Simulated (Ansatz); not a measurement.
Scan of H₂Mg, singlet: map of symmetric stretch and bend. Scanned: Mg-H bond length and H-Mg-H angle.

Cartesian coordinates as functions of the variables (Å; names that start with a are angles):
```
Mg  0  0  0
H  r*sin(a/2)  0  r*cos(a/2)
H  -r*sin(a/2)  0  r*cos(a/2)
```

Method: full CI/aug-cc-pVDZ, frozen core (Ansatz, a program for electronic structure).

Energy in kJ/mol above the lowest grid point; x is the Mg-H bond length (Å), y the H-Mg-H angle (°).

| y \ x | 1.45 | 1.53 | 1.60 | 1.69 | 1.79 | 1.88 | 1.99 | 2.05 | 2.15 | 2.23 | 2.31 |
|---|---|---|---|---|---|---|---|---|---|---|---|
| 180 | 87.7 | 38.3 | 13.3 | 0.0 | 3.7 | 18.8 | 47.5 | 66.4 | 101.0 | 130.4 | 160.3 |
| 167.60 | 90.1 | 40.7 | 15.6 | 2.2 | 5.9 | 20.9 | 49.5 | 68.3 | 102.8 | 132.1 | 161.9 |
| 159.78 | 94.2 | 44.7 | 19.5 | 6.0 | 9.5 | 24.4 | 52.8 | 71.5 | 105.8 | 134.9 | 164.5 |
| 152.19 | 100.2 | 50.5 | 25.2 | 11.5 | 14.7 | 29.4 | 57.5 | 76.1 | 110.1 | 138.9 | 168.3 |
| 142.42 | 110.9 | 60.9 | 35.3 | 21.3 | 24.0 | 38.3 | 65.9 | 84.1 | 117.6 | 146.1 | 175.0 |
| 129.29 | 131.2 | 80.7 | 54.6 | 39.8 | 41.6 | 55.0 | 81.5 | 99.2 | 131.7 | 159.3 | 187.4 |
| 119.60 | 151.1 | 100.1 | 73.4 | 57.8 | 58.8 | 71.3 | 96.7 | 113.8 | 145.3 | 172.0 | 199.3 |
| 111.32 | 172.1 | 120.4 | 93.1 | 76.6 | 76.6 | 88.2 | 112.5 | 128.9 | 159.3 | 185.2 | 211.5 |
| 100.35 | 206.5 | 153.6 | 125.1 | 107.2 | 105.4 | 115.5 | 137.9 | 153.2 | 181.8 | 206.2 | 230.9 |
| 88.36 | 254.8 | 200.1 | 169.9 | 149.8 | 145.6 | 153.4 | 173.0 | 186.7 | 212.6 | 234.8 | 257.2 |
| 82.18 | 284.9 | 229.1 | 198.0 | 176.4 | 170.6 | 177.0 | 194.8 | 207.5 | 231.7 | 252.4 | 273.4 |
| 70 | 355.7 | 297.9 | 264.7 | 240.3 | 231.0 | 234.1 | 247.6 | 257.9 | 277.9 | 295.1 | 312.4 |

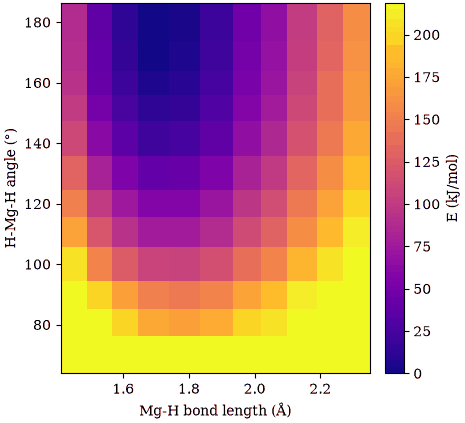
*Energy surface, cut off at 218 kJ/mol.*

Points that lie below all their neighbours on the grid: x = 1.69, y = 180 on the edge of the grid (0.0 kJ/mol).
